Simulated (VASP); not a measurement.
# Nickel: the relaxed cell at several levels, part 2 of 2

Aim: relax Nickel at several levels and hold each cell against experiment. The start is a cell from a database of measured crystal structures.

VASP 6.6.1, plane waves and PAW; the level of theory is named at each step.

Still holding for the runs below: The magnetic order is the only one that the search above brought to convergence with its moments; longer or canted patterns were not tried. The k-mesh is coarse for a metal.

So far, final volume (Å³): step 6 (relaxation, level LDA) 10.0; step 7 (relaxation, level PBEsol) 10.4; step 8 (relaxation, level PBE) 10.9; step 9 (relaxation, level r2SCAN) 10.5; step 10 (relaxation, level PBE + D3(BJ), PBE with D3(BJ)) 10.5.

**11. Relaxation with r2SCAN + rVV10 (continued)**

Spin moment in the PAW sphere by atom:

```tsv
atom	spin moment in the PAW sphere (μB)
Ni1	0.654
```

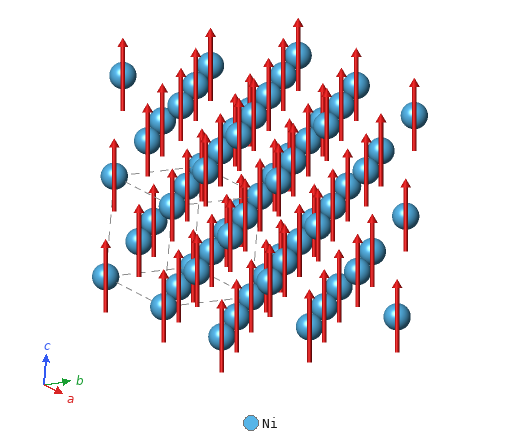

Spin moment in the PAW sphere as arrows, the longest 0.654 μB. Up and down stand for the sign. Arrows give size and sign along the axis of quantisation, drawn up and down the page. 2×2×2 conventional cells are drawn. Some periodic images of atoms are drawn too.

It ends at 10.41 Å³/atom, -4.9 % from the start, with -0.10 GPa left. The conventional cell has a = 3.466 Å. The largest moment is 0.65 μB. Against plain r2SCAN, the dispersion term moves a by -0.3 %.

**12. Relaxation with optB88-vdW**

This step: optB88-vdW, spin-polarised from a ferromagnetic start (one magnetic atom a cell); plane waves and PAW (Ni) (VASP 6.6.1).

optB88-vdW pairs nonlocal correlation with a B88-type exchange refitted to the binding of molecular dimers.

Input file INCAR:

```
SYSTEM = Ni
PREC = Accurate
ENCUT = 520
EDIFF = 1E-06
NELM = 100
ISMEAR = -1
SIGMA = 0.05
LREAL = .FALSE.
ALGO = Normal
GGA = BO
AGGAC = 0
LUSE_VDW = .TRUE.
PARAM1 = 0.1833333333
PARAM2 = 0.22
LASPH = .TRUE.
NBANDS = 12
ISPIN = 2
MAGMOM = 0.58
LMAXMIX = 4
LORBIT = 11
LWAVE = .FALSE.
LCHARG = .FALSE.
KPAR = 4
IBRION = 2
NSW = 60
ISIF = 3
EDIFFG = -0.01
```

Input file POSCAR:

```
Ni
1.0
    0.0000000000      1.7619350000      1.7619350000
    1.7619350000      0.0000000000      1.7619350000
    1.7619350000      1.7619350000      0.0000000000
Ni
1
Direct
    0.0000000000      0.0000000000      0.0000000000
```

Input file KPOINTS:

```
Automatic mesh
0
Gamma
11 11 11
0 0 0
```

PAW data sets: Ni (PBE family, release 64).

The run is started by

```bash
$ mpirun -np 4 vasp_std
```

The job ended after 43 s (4 MPI ranks of AMD EPYC 7R43, shared host; peak memory 0.84 GiB).

It ends at 10.80 Å³/atom, -1.3 % from the start, with 0.02 GPa left. The conventional cell has a = 3.509 Å. The largest moment is 0.58 μB.

**13. Relaxation with SCAN**

This step: SCAN, spin-polarised from a ferromagnetic start (one magnetic atom a cell); plane waves and PAW (Ni) (VASP 6.6.1).

SCAN adds the kinetic-energy density; it is numerically more delicate than r2SCAN.

Edit INCAR of step 12 so:

```diff
@@ -9,7 +9,3 @@
 ALGO = Normal
-GGA = BO
-AGGAC = 0
-LUSE_VDW = .TRUE.
-PARAM1 = 0.1833333333
-PARAM2 = 0.22
+METAGGA = SCAN
 LASPH = .TRUE.
```

POSCAR is that of step 12.

KPOINTS is that of step 12.

The run is started by

```bash
$ mpirun -np 4 vasp_std
```

The job ended after 3.3 min (4 MPI ranks; peak memory 0.46 GiB).

Spin moment in the PAW sphere by atom:

```tsv
atom	spin moment in the PAW sphere (μB)
Ni1	0.669
```

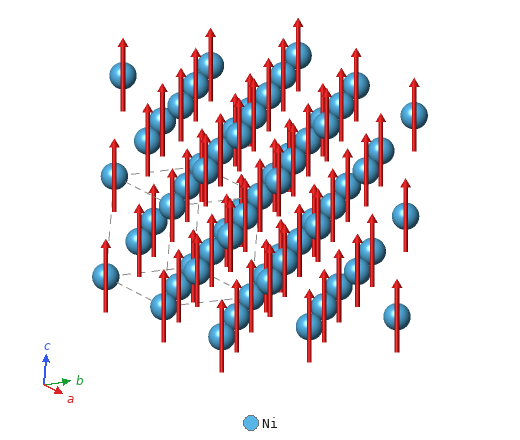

Spin moment in the PAW sphere as arrows, the longest 0.669 μB. Up and down stand for the sign. Arrows give size and sign along the axis of quantisation, drawn up and down the page. 2×2×2 conventional cells are drawn. Some periodic images of atoms are drawn too.

It ends at 10.28 Å³/atom, -6.1 % from the start, with 0.08 GPa left. The conventional cell has a = 3.451 Å. The largest moment is 0.67 μB.

**14. The cells as a table**

This step: relaxed cells at several levels; plane waves and PAW (VASP 6.6.1).

This step runs nothing: it gathers the runs above.

Lengths are those of the conventional cell; cost is the wall time of each run, as given at its step, times its ranks, without the set-up around it. Results by level, by row:

```tsv
level	volume (Å³/atom)	change from the start (%)	a (Å)	largest site moment (μB)	cost (core minutes)
LDA	10.04	-8.2	3.425	0.568	2
PBEsol	10.37	-5.2	3.461	0.579	2.07
PBE	10.87	-0.7	3.516	0.589	1.87
r2SCAN	10.5	-4	3.476	0.659	11.5
PBE + D3(BJ)	10.5	-4.1	3.476	0.582	1.4
r2SCAN + rVV10	10.41	-4.9	3.466	0.654	9.87
optB88-vdW	10.8	-1.3	3.509	0.578	2.87
SCAN	10.28	-6.1	3.451	0.669	13
```

**15. Results**

```
volume, LDA            : 10.04 Å³/atom
volume, PBEsol         : 10.37 Å³/atom
volume, PBE            : 10.87 Å³/atom
volume, r2SCAN         : 10.50 Å³/atom
volume, PBE + D3(BJ)   : 10.50 Å³/atom
volume, r2SCAN + rVV10 : 10.41 Å³/atom
volume, optB88-vdW     : 10.80 Å³/atom
volume, SCAN           : 10.28 Å³/atom
```

**Reading.** For Nickel the levels give volumes between 10.04 Å³/atom (LDA) and 10.87 Å³/atom (PBE), a spread of 8.2 %, while the cost of the finished runs spans a factor of 9.3. Within 1 % of experiment on every length: PBE and optB88-vdW. The nearest, PBE, is among the cheap ones. Thermal and zero-point expansion, often some tenths of a per cent in length, bear on this order: with the measured lengths lowered by an assumed 0.4 % the nearest becomes optB88-vdW. The costs hold the number of ionic steps as well as the price of the functional. SCAN-type functionals tend to overstate the moments of itinerant magnets. The closing table has room for seven levels; SCAN stands in the table of levels alone. Adding D3(BJ) to PBE changes the volume by -3.4 % (a by -1.2 %). Adding rVV10 to r2SCAN changes the volume by -0.9 % (a by -0.3 %). Pairwise corrections of the D and TS kind ignore the screening in a metal, so they may overbind here. Within 0.02 Å all end in space group Fm-3m; the runs can't lower the symmetry of the start. The k-sampling is coarse for a metal, so the Fermi level, moments, pressures and the shape of the cell carry errors. Only a few collinear orders were tried, on the cell as listed. Each is a single relaxation on the plane waves of the start cell, so larger changes of volume carry a basis-set error that was not tested here.

Comparison with the measured values:

| quantity | measured | LDA | PBEsol | PBE | r2SCAN | PBE + D3(BJ) | r2SCAN + rVV10 | optB88-vdW |
| --- | --- | --- | --- | --- | --- | --- | --- | --- |
| lattice constant a (Å) | 3.524 | 3.425 (-2.8 %) | 3.461 (-1.8 %) | 3.516 (-0.2 %) | 3.476 (-1.4 %) | 3.476 (-1.4 %) | 3.466 (-1.7 %) | 3.509 (-0.4 %) |

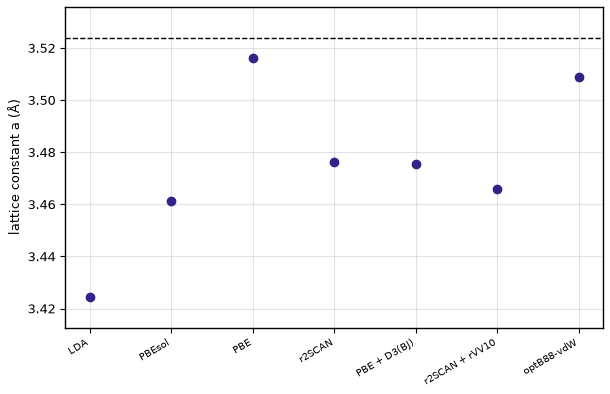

The lattice constant a by level; the dashed line is the measured value.

Measured values from arxiv:2311.10326 (2023).

Verdict: For the lattice constant a, of the levels listed nearest comes PBE (-0.2 %, good agreement) and farthest LDA (-2.8 %, a clear miss). The grades are ours: good and fair within 0.7 and 1.5 % for the lattice constant a. For lattice constants the calculation has a static lattice, without zero-point motion or thermal expansion (measured at up to 300 K).

[Lines on the potential files, build, host, timing and source positions are cut from VASP's logs without a mark.]

[Logs are printed without paths, hosts, clocks, repeated set-up lines and the standing remarks that a program may print on its own settings, such as how far it seeks lower states.]

[Hosts, paths, dates, database ids (printed as entryN), source tags and the programs' standing remarks are cut or masked in the printed files.]

[A measured line is paired with the nearest computed mode of its activity, which favours agreement.]
